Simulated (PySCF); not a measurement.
# BHSCl (SMILES S[B]Cl): USVWN5/STO-6G

Aim: the energy change on altering one bond length of BHSCl at USVWN5/STO-6G, from 2 runs. Input form: a Python script.

Program for the calculation: PySCF 2.14.0.

9 further runs of the same task are left out: 9 set aside as unsound or not needed.

## (1) Starting point

BHSCl has 4 atoms, charge 0, and is taken as a doublet. As SMILES, `S[B]Cl`. The coordinates come from a PBE0-D4/def2-TZVP relaxation.

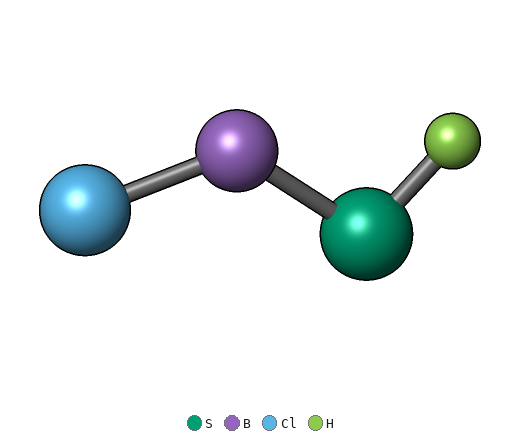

The structure, seen from a chosen angle (sulfur teal, boron purple, chlorine blue, hydrogen green).

## (2) A single-point energy at USVWN5/STO-6G

input.py

```python
# S[B]Cl
from pyscf import gto, dft

system = gto.M(
    atom=[
    ('S', (0.566400, -0.789100, 0.531400)),
    ('B', (-0.299600, 0.475700, -0.345800)),
    ('Cl', (-2.014100, 0.616000, -0.427300)),
    ('H', (1.802900, -0.362900, 0.221400)),
],
    max_memory=1860,
    basis='sto-6g',
    spin=1,
    verbose=3,
)

mf = dft.UKS(system, xc='svwn')
mf.grids.level = 5
mf.conv_tol = 1e-10
mf.kernel()
if not mf.converged:
    mf = mf.newton().run(mf.mo_coeff, mf.mo_occ)

e_final = mf.e_tot
print('E(%s) = %.9f' % ('SVWN5', e_final))
```

On the command line:

```bash
OMP_NUM_THREADS=1 python input.py
```

Output:

```text
converged SCF energy = -877.530213262188  <S^2> = 0.75568239  2S+1 = 2.0056743
E(SVWN5) = -877.530213262
```

Run time: 3.6 s. Hardware: 1 thread of Arm Neoverse V1, shared host; peak memory 0.15 GiB.

## (3) The distorted shape, same level

job.py

```python
from pyscf import gto, dft

system = gto.M(
    atom=[
    ('S', (0.999415, -1.421522, 0.970015)),
    ('B', (-0.299600, 0.475700, -0.345800)),
    ('Cl', (-2.014100, 0.616000, -0.427300)),
    ('H', (2.235915, -0.995322, 0.660015)),
],
    basis='sto-6g',
    verbose=3,
    spin=1,
    max_memory=1860,
)

mf = dft.UKS(system)
mf.xc = 'svwn'
mf.conv_tol = 1e-10
mf.grids.level = 5
mf.kernel()
if not mf.converged:
    mf = mf.newton().run(mf.mo_coeff, mf.mo_occ)

e_final = mf.e_tot
print('E = %.10f Eh' % e_final)
```

On the command line:

```bash
OMP_NUM_THREADS=1 python job.py
```

Output:

```text
converged SCF energy = -877.385686687296  <S^2> = 0.76302841  2S+1 = 2.0129862
E = -877.3856866873 Eh
```

Run time: 4.8 s. Hardware: 1 thread of Arm Neoverse V1, shared host; peak memory 0.15 GiB.

## (4) What came out

At USVWN5/STO-6G:

| quantity | value |
| --- | --- |
| first shape: total energy | -877.53021 Eh |
| first shape: dipole moment | 2.47 D |
| first shape: HOMO energy (highest over α and β) | -1.62 eV |
| first shape: LUMO energy (lowest over α and β) | 0.65 eV |
| first shape: ⟨S²⟩ | 0.756 |
| distorted shape: total energy | -877.38569 Eh |
| distorted shape: dipole moment | 0.97 D |
| distorted shape: HOMO energy (highest over α and β) | -1.87 eV |
| distorted shape: LUMO energy (lowest over α and β) | -1.19 eV |
| distorted shape: ⟨S²⟩ | 0.763 |
| energy change with the S1–B2 bond stretched from 1.766 to 2.649 Å | 3.933 eV |

With the S1–B2 bond stretched from 1.766 to 2.649 Å the energy rises by 3.93 eV (91 kcal/mol). The first shape isn't relaxed at this level, so the change isn't measured from a minimum. The minimal basis adds a large error of its own. Mulliken charges (first shape) run from -0.16 on Cl3 to +0.12 on S1; they depend strongly on the basis. Mulliken charges (distorted shape) run from -0.11 on Cl3 to +0.12 on B2; they depend strongly on the basis.
